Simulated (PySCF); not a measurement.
# Lu(47+), Lu(48+): ionisation energy in even-tempered 18s12p7d4f3g, part 2 of 2

Aim: the ionisation energy of lutetium from differences of total energies, at each level of theory, and how far each lands from the tabulated value where there is one.

PySCF 2.14.0; even-tempered 18s12p7d4f3g, the spin-free X2C one-electron Hamiltonian (Gaussian nucleus). The scripts are equivalent inputs of a driver's runs. Earlier steps stand in the parts before.

**3. Lu(48+)**

Level: UHF.

The input, input.py:

```python
from pyscf import gto, scf, dft, mp, cc
mol = gto.M(atom="Lu 0 0 0", charge=48, spin=5, symmetry="D2h",
            basis=gto.etbs([(0, 18, 10, 2.5), (1, 12, 14, 2.5), (2, 7, 14, 2.5), (3, 4, 53, 2.7), (4, 3, 79, 2.7)]),
            nucmod="G")
mf = scf.UHF(mol).sfx2c1e()
mf.irrep_nelec = {'Ag': (5, 3), 'B1g': (1, 0), 'B2g': (1, 0), 'B3g': (1, 0), 'B1u': (2, 2), 'B2u': (2, 2), 'B3u': (2, 2)}
mf.kernel()
```

The program printed:

```text
damping factor = 0
level_shift factor = 0
DIIS = <class 'pyscf.scf.diis.CDIIS'>
diis_start_cycle = 1
diis_space = 10
diis_damp = 0
SCF conv_tol = 1e-09
SCF conv_tol_grad = None
number electrons alpha = 14  beta = 9
cycle= 1 E= -12617.7773944949  delta_E= 5.46e-12  |g|= 7.43e-07  |ddm|= 2.59e-07
converged SCF energy = -12617.7773944949  <S^2> = 8.7501751  2S+1 = 6.0000584
```

CPU time 13 s on a shared host, the integrals not counted.

The occupied shells:

```tsv
shell	electrons	mean orbital energy (eV)	spread (eV)	rms radius (bohr)
1s α	1	-66538.6	0	0.0219
1s β	1	-66537.7	0	0.0219
2s α	1	-13806.3	0	0.0879
2s β	1	-13762.6	0	0.0879
2p α	3	-12519.2	0	0.0795
2p β	3	-12474.9	0	0.0795
3s α	1	-5087.5	0	0.217
3s β	1	-5036.9	0	0.217
3p α	3	-4692.5	0	0.216
3p β	3	-4629.8	0	0.216
3d α	5	-4260.1	0	0.192
```

⟨S²⟩ = 8.750, ⟨L²⟩ = 0.00.

Spin-orbit constants on these orbitals (cm⁻¹; bare nucleus, screened nucleus, mean field): 3d 222900, 191500, 189300.

The p, d and f levels are scalar averages; spin-orbit coupling splits them strongly at this Z. Spin-orbit coupling is strong in this species (close to jj coupling), so the high-spin LS determinant is a model state, not a physical level.

Level: LDA.

Changes to input.py:

```diff
@@ -4,3 +4,3 @@
             nucmod="G")
-mf = scf.UHF(mol).sfx2c1e()
+mf = dft.UKS(mol, xc="LDA,VWN").sfx2c1e()
 mf.irrep_nelec = {'Ag': (5, 3), 'B1g': (1, 0), 'B2g': (1, 0), 'B3g': (1, 0), 'B1u': (2, 2), 'B2u': (2, 2), 'B3u': (2, 2)}
```

The program printed:

```text
damping factor = 0
level_shift factor = 0
DIIS = <class 'pyscf.scf.diis.CDIIS'>
diis_start_cycle = 1
diis_space = 10
diis_damp = 0
SCF conv_tol = 1e-09
SCF conv_tol_grad = None
number electrons alpha = 14  beta = 9
XC functionals = LDA,VWN
    P. A. M. Dirac.,  Math. Proc. Cambridge Philos. Soc. 26, 376 (1930)
    F. Bloch.,  Z. Phys. 57, 545 (1929)
    S. H. Vosko, L. Wilk, and M. Nusair.,  Can. J. Phys. 58, 1200 (1980)
cycle= 1 E= -12608.9983280553  delta_E= -0.0243  |g|= 0.0763  |ddm|= 0.0428
cycle= 2 E= -12608.9983364498  delta_E= -8.39e-06  |g|= 0.00602  |ddm|= 0.00071
cycle= 3 E= -12608.9983365808  delta_E= -1.31e-07  |g|= 0.000328  |ddm|= 8.93e-05
cycle= 4 E= -12608.9983365814  delta_E= -5.97e-10  |g|= 4.26e-06  |ddm|= 6.15e-06
converged SCF energy = -12608.9983365814  <S^2> = 8.7500493  2S+1 = 6.0000164
```

It used 1.3 s of CPU time after the integrals (shared host).

Level: PBE.

Changes to input.py:

```diff
@@ -4,3 +4,3 @@
             nucmod="G")
-mf = dft.UKS(mol, xc="LDA,VWN").sfx2c1e()
+mf = dft.UKS(mol, xc="PBE").sfx2c1e()
 mf.irrep_nelec = {'Ag': (5, 3), 'B1g': (1, 0), 'B2g': (1, 0), 'B3g': (1, 0), 'B1u': (2, 2), 'B2u': (2, 2), 'B3u': (2, 2)}
```

The program printed:

```text
damping factor = 0
level_shift factor = 0
DIIS = <class 'pyscf.scf.diis.CDIIS'>
diis_start_cycle = 1
diis_space = 10
diis_damp = 0
SCF conv_tol = 1e-09
SCF conv_tol_grad = None
number electrons alpha = 14  beta = 9
XC functionals = PBE
    J. P. Perdew, K. Burke, and M. Ernzerhof.,  Phys. Rev. Lett. 77, 3865 (1996)
    J. P. Perdew, K. Burke, and M. Ernzerhof.,  Phys. Rev. Lett. 78, 1396 (1997)
    J. P. Perdew, K. Burke, and M. Ernzerhof.,  Phys. Rev. Lett. 77, 3865 (1996)
    J. P. Perdew, K. Burke, and M. Ernzerhof.,  Phys. Rev. Lett. 78, 1396 (1997)
cycle= 1 E= -12619.1109608132  delta_E= -0.0165  |g|= 0.015  |ddm|= 0.033
cycle= 2 E= -12619.1109611187  delta_E= -3.05e-07  |g|= 0.000558  |ddm|= 0.000192
cycle= 3 E= -12619.11096112  delta_E= -1.38e-09  |g|= 6.81e-05  |ddm|= 9.42e-06
cycle= 4 E= -12619.1109611201  delta_E= -2e-11  |g|= 6.54e-07  |ddm|= 1.17e-06
converged SCF energy = -12619.1109611201  <S^2> = 8.750058  2S+1 = 6.0000193
```

CPU time 1.8 s on a shared host, the integrals not counted.

Level: PBE0.

Changes to input.py:

```diff
@@ -4,3 +4,3 @@
             nucmod="G")
-mf = dft.UKS(mol, xc="PBE").sfx2c1e()
+mf = dft.UKS(mol, xc="PBE0").sfx2c1e()
 mf.irrep_nelec = {'Ag': (5, 3), 'B1g': (1, 0), 'B2g': (1, 0), 'B3g': (1, 0), 'B1u': (2, 2), 'B2u': (2, 2), 'B3u': (2, 2)}
```

The program printed:

```text
damping factor = 0
level_shift factor = 0
DIIS = <class 'pyscf.scf.diis.CDIIS'>
diis_start_cycle = 1
diis_space = 10
diis_damp = 0
SCF conv_tol = 1e-09
SCF conv_tol_grad = None
number electrons alpha = 14  beta = 9
XC functionals = PBE0
    C. Adamo and V. Barone.,  J. Chem. Phys. 110, 6158 (1999)
    M. Ernzerhof and G. E. Scuseria.,  J. Chem. Phys. 110, 5029 (1999)
cycle= 1 E= -12619.0757805054  delta_E= -0.00917  |g|= 0.0159  |ddm|= 0.024
cycle= 2 E= -12619.0757811019  delta_E= -5.97e-07  |g|= 0.000276  |ddm|= 0.000287
cycle= 3 E= -12619.0757811023  delta_E= -4.07e-10  |g|= 2.43e-05  |ddm|= 6.94e-06
converged SCF energy = -12619.0757811023  <S^2> = 8.7500801  2S+1 = 6.0000267
```

CPU time 2.8 s on a shared host, the integrals not counted.

Level: r2SCAN.

Changes to input.py:

```diff
@@ -4,3 +4,3 @@
             nucmod="G")
-mf = dft.UKS(mol, xc="PBE0").sfx2c1e()
+mf = dft.UKS(mol, xc="R2SCAN").sfx2c1e()
 mf.irrep_nelec = {'Ag': (5, 3), 'B1g': (1, 0), 'B2g': (1, 0), 'B3g': (1, 0), 'B1u': (2, 2), 'B2u': (2, 2), 'B3u': (2, 2)}
```

The program printed:

```text
damping factor = 0
level_shift factor = 0
DIIS = <class 'pyscf.scf.diis.CDIIS'>
diis_start_cycle = 1
diis_space = 10
diis_damp = 0
SCF conv_tol = 1e-09
SCF conv_tol_grad = None
number electrons alpha = 14  beta = 9
XC functionals = R2SCAN
    J. W. Furness, A. D. Kaplan, J. Ning, J. P. Perdew, and J. Sun.,  J. Phys. Chem. Lett. 11, 8208-8215 (2020)
    J. W. Furness, A. D. Kaplan, J. Ning, J. P. Perdew, and J. Sun.,  J. Phys. Chem. Lett. 11, 9248-9248 (2020)
    J. W. Furness, A. D. Kaplan, J. Ning, J. P. Perdew, and J. Sun.,  J. Phys. Chem. Lett. 11, 8208-8215 (2020)
    J. W. Furness, A. D. Kaplan, J. Ning, J. P. Perdew, and J. Sun.,  J. Phys. Chem. Lett. 11, 9248-9248 (2020)
cycle= 1 E= -12619.5433696398  delta_E= -0.00789  |g|= 0.0181  |ddm|= 0.0205
cycle= 2 E= -12619.5433700157  delta_E= -3.76e-07  |g|= 0.000412  |ddm|= 0.000249
cycle= 3 E= -12619.5433700167  delta_E= -1.02e-09  |g|= 4.88e-05  |ddm|= 1.02e-05
cycle= 4 E= -12619.5433700167  delta_E= -9.09e-12  |g|= 2.11e-06  |ddm|= 9.4e-07
converged SCF energy = -12619.5433700167  <S^2> = 8.7501124  2S+1 = 6.0000375
```

CPU time 3.5 s on a shared host, the integrals not counted.

Level: TPSS.

Changes to input.py:

```diff
@@ -4,3 +4,3 @@
             nucmod="G")
-mf = dft.UKS(mol, xc="R2SCAN").sfx2c1e()
+mf = dft.UKS(mol, xc="TPSS").sfx2c1e()
 mf.irrep_nelec = {'Ag': (5, 3), 'B1g': (1, 0), 'B2g': (1, 0), 'B3g': (1, 0), 'B1u': (2, 2), 'B2u': (2, 2), 'B3u': (2, 2)}
```

The program printed:

```text
damping factor = 0
level_shift factor = 0
DIIS = <class 'pyscf.scf.diis.CDIIS'>
diis_start_cycle = 1
diis_space = 10
diis_damp = 0
SCF conv_tol = 1e-09
SCF conv_tol_grad = None
number electrons alpha = 14  beta = 9
XC functionals = TPSS
    J. Tao, J. P. Perdew, V. N. Staroverov, and G. E. Scuseria.,  Phys. Rev. Lett. 91, 146401 (2003)
    J. P. Perdew, J. Tao, V. N. Staroverov, and G. E. Scuseria.,  J. Chem. Phys. 120, 6898 (2004)
    J. Tao, J. P. Perdew, V. N. Staroverov, and G. E. Scuseria.,  Phys. Rev. Lett. 91, 146401 (2003)
    J. P. Perdew, J. Tao, V. N. Staroverov, and G. E. Scuseria.,  J. Chem. Phys. 120, 6898 (2004)
cycle= 1 E= -12619.4254220733  delta_E= -0.00953  |g|= 0.0219  |ddm|= 0.0271
cycle= 2 E= -12619.4254231056  delta_E= -1.03e-06  |g|= 0.00157  |ddm|= 0.000308
cycle= 3 E= -12619.4254231197  delta_E= -1.41e-08  |g|= 0.000166  |ddm|= 3.12e-05
cycle= 4 E= -12619.4254231198  delta_E= -1.27e-10  |g|= 1.09e-06  |ddm|= 2.82e-06
converged SCF energy = -12619.4254231198  <S^2> = 8.750068  2S+1 = 6.0000227
```

It used 3.5 s of CPU time after the integrals (shared host).

Level: M06.

Changes to input.py:

```diff
@@ -4,3 +4,3 @@
             nucmod="G")
-mf = dft.UKS(mol, xc="TPSS").sfx2c1e()
+mf = dft.UKS(mol, xc="M06").sfx2c1e()
 mf.irrep_nelec = {'Ag': (5, 3), 'B1g': (1, 0), 'B2g': (1, 0), 'B3g': (1, 0), 'B1u': (2, 2), 'B2u': (2, 2), 'B3u': (2, 2)}
```

The program printed:

```text
damping factor = 0
level_shift factor = 0
DIIS = <class 'pyscf.scf.diis.CDIIS'>
diis_start_cycle = 1
diis_space = 10
diis_damp = 0
SCF conv_tol = 1e-09
SCF conv_tol_grad = None
number electrons alpha = 14  beta = 9
XC functionals = M06
    Y. Zhao and D. G. Truhlar.,  Theor. Chem. Acc. 120, 215 (2008)
    Y. Zhao and D. G. Truhlar.,  Theor. Chem. Acc. 120, 215 (2008)
cycle= 1 E= -12619.8964246436  delta_E= -0.00697  |g|= 0.196  |ddm|= 0.0217
cycle= 2 E= -12619.8964255732  delta_E= -9.3e-07  |g|= 0.00316  |ddm|= 0.000251
cycle= 3 E= -12619.896425575  delta_E= -1.76e-09  |g|= 6.8e-05  |ddm|= 1.01e-05
cycle= 4 E= -12619.896425575  delta_E= -2.55e-11  |g|= 6.36e-06  |ddm|= 1.09e-06
converged SCF energy = -12619.896425575  <S^2> = 8.7501049  2S+1 = 6.000035
```

It used 5 s of CPU time after the integrals (shared host).

Level: MP2 (outer shells).

Changes to input.py:

```diff
@@ -4,4 +4,5 @@
             nucmod="G")
-mf = dft.UKS(mol, xc="M06").sfx2c1e()
+mf = scf.UHF(mol).sfx2c1e()
 mf.irrep_nelec = {'Ag': (5, 3), 'B1g': (1, 0), 'B2g': (1, 0), 'B3g': (1, 0), 'B1u': (2, 2), 'B2u': (2, 2), 'B3u': (2, 2)}
 mf.kernel()
+mp.UMP2(mf, frozen=5).kernel()
```

This step left no log, only its results.

CPU time 2.2 s on a shared host, the integrals not counted.

With 13 electrons correlated, the MP2 correlation energy is -0.50512 hartree (-0.19310 same spin, -0.31202 opposite spin); the SCS form gives -0.43879. Largest pairs of shells: 3p-3d -0.2231, 3p-3p -0.1230, 3d-3d -0.0726, 3s-3p -0.0461, 3s-3d -0.0347.

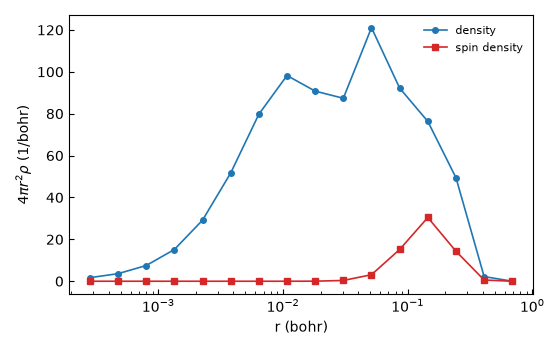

Radial density 4πr²ρ of Lu(48+) at UHF, without picture-change correction, at 16 stored radii joined by straight lines.

**4. Orbital energies side by side**

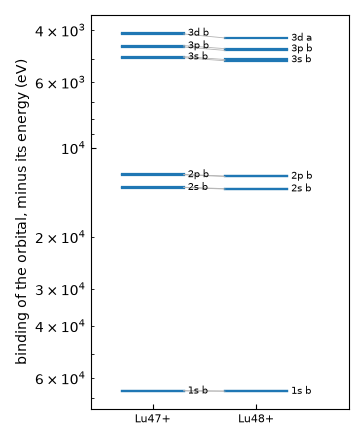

Hartree-Fock orbital energies of the states on a logarithmic scale (a, b: spin up and down; * marks an excited configuration).

**5. The energy differences**

Ionisation energy: Lu(47+) [Ar] 3d6 (5D) → Lu(48+) [Ar] 3d5 (6S).

```tsv
method	value (eV)	less the reference (eV)	CPU time, both states (s)
UHF	4092.4	+6.4	28
LDA	4094.2	+8.2	2.7
PBE	4095.6	+9.6	3.4
PBE0	4095.4	+9.4	6
r2SCAN	4095.9	+9.9	7
TPSS	4095.2	+9.2	7.1
M06	4092.5	+6.5	10
MP2 (outer shells)	4093.7	+7.7	32
SCS-MP2 (outer shells)	4093.9	+7.9	32
```

Reference: 4086 ± 4 eV (theoretical estimate listed by NIST; NIST Atomic Spectra Database, ionization energies). Spin-orbit coupling is strong in these open shells (close to jj coupling). The scalar numbers leave it out, so it can dominate the gap to the real levels. The tabulated ground level of one species does not belong to the high-spin term computed here, so part of the gap to the reference is the choice of state. For this ion Breit and QED terms and the two-electron picture change, all absent here, are large against electron correlation.

Times are CPU seconds on a shared host without the integrals; correlated rows include their Hartree-Fock run, whose time holds the symmetry-adapted start and any spin-orbit constants, while functionals begin from orbitals already made.

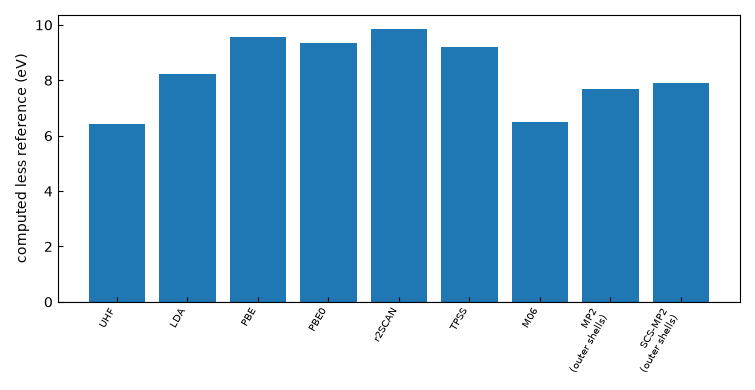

Computed less reference values by method, where the reference is not like for like or is itself uncertain.

**6. Summary of results**

What follows sums up all 2 parts.

| quantity | value |
| --- | --- |
| ionisation energy, Lu(47+) | UHF 4092.4, MP2 (outer shells) 4093.7 eV; reference 4086 ± 4 |

**Reading.** The methods span 3.449 eV, from UHF (4092.4) to r2SCAN (4095.9). The reference is uncertain or not like for like (spin-orbit coupling or other relativistic terms), so no ranking of close methods is drawn. The basis is finite, and no extrapolation was made.
